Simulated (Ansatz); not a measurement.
# C$_{2}$Cl$_{2}$N$_{2}$Si (SMILES N#C[Si](Cl)(Cl)C#N): what the fields show

Input

```
crystal:
  periodic: [false, false, false]
  atoms:
    - {symbol: Si, position_ang: [-0.453590, 0.007380, -0.318960]}
    - {symbol: C, position_ang: [-0.348790, -0.009590, 1.550240]}
    - {symbol: "N", position_ang: [-0.286670, -0.019150, 2.691970]}
    - {symbol: C, position_ang: [1.341540, -0.010120, -0.850560]}
    - {symbol: "N", position_ang: [2.436530, -0.017080, -1.179470]}
    - {symbol: Cl, position_ang: [-1.322610, 1.706040, -0.932570]}
    - {symbol: Cl, position_ang: [-1.366410, -1.657470, -0.960660]}
basis:
  gaussian: {orbitals: def2-SVP}
hamiltonian: {xc: hf}
accuracy: high
output: {forces: true, orbitals: {seedname: orbitals}}
```

Launched as:

```sh
ansatz run input.yaml --threads 1 --pin off --max-ram 3480MiB --events-out events.jsonl --progress --plain --runs-dir runs
```

Geometry: GFN2-xTB.

Method: isolated molecule in a Gaussian basis; Hartree-Fock in Ansatz.

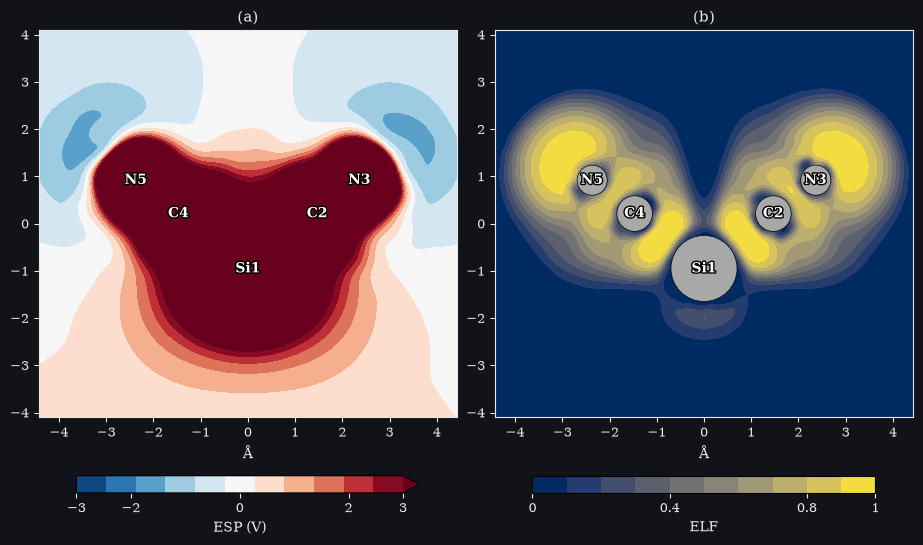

Figure 1. (a) electrostatic potential; (b) ELF on the plane of atoms C2, Si1 and C4. Grey discs cover the atomic cores in the ELF map.

Describe what can be read from this map.

Atoms in the plane: Si, C and N. C–N (1.14 Å): the ELF peaks at about 0.90 between the atoms: a short, multiple covalent bond. C–Si (1.87 Å): the ELF peaks at about 1 between the atoms (localised, covalent bonding). The ELF also peaks beside N3 and N5, away from the bonds: lone-pair regions. Outside the dense part of the molecule the potential is most negative (−1.6 V) near N3 and N5.

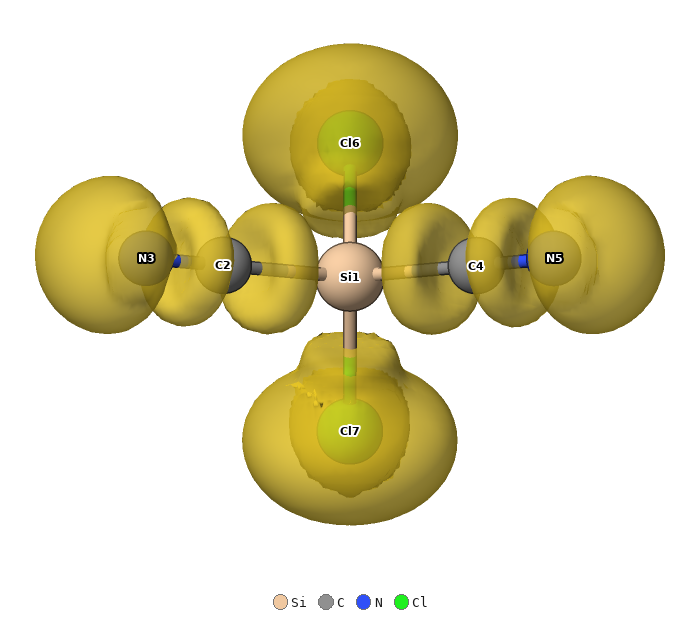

Figure 2. Isosurface of the electron localisation function at 0.8 (yellow), seen from one side. Only the valence region is drawn (cores and ρ < 0.01 e/Å³ removed).

What do the ELF domains correspond to?

The ELF exceeds this value in two regions between bonded C–N atoms (shared pairs), two regions between bonded C–Si atoms (shared pairs), two regions on Cl in which the atom's valence shell and bonds are merged and two lobes on N, pointing away from the bonds (lone pairs).

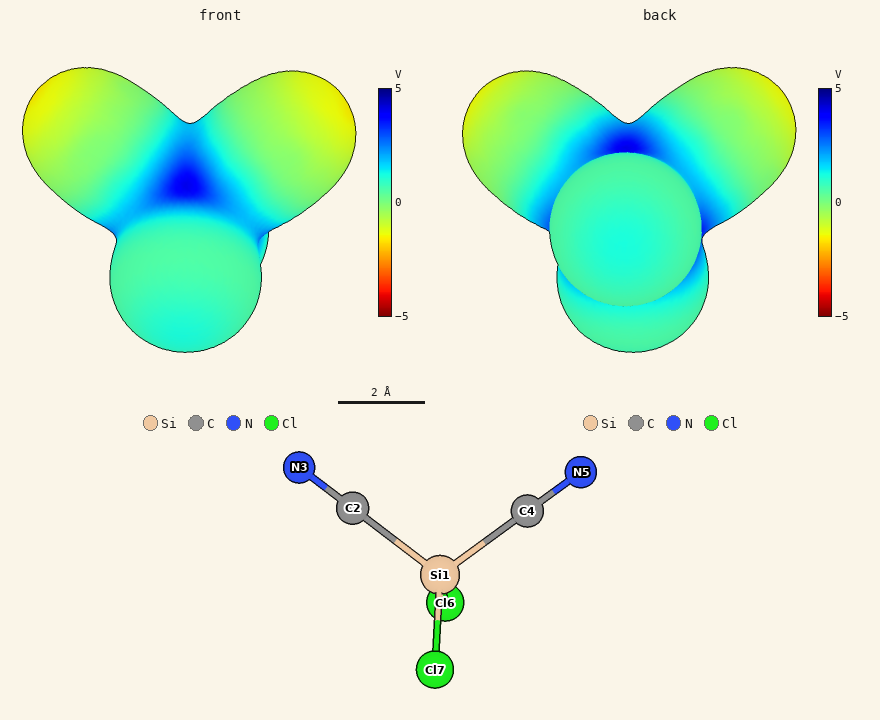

Figure 3. The electrostatic potential painted on the density surface at 0.004 e/bohr³, seen from the front and from behind; red is negative and blue positive. The bare structure is drawn below in the same view.

Where is the surface potential most negative and most positive?

The most negative region (about −1.5 V) lies over N3 and N5, the most positive (about +4.0 V) over Si1. Cl6 shows a σ-hole: about +1.2 V at the tip opposite its bond, against about +0.7 V on its flanks. Cl7 shows a σ-hole: about +1.2 V at the tip opposite its bond, against about +0.7 V on its flanks.
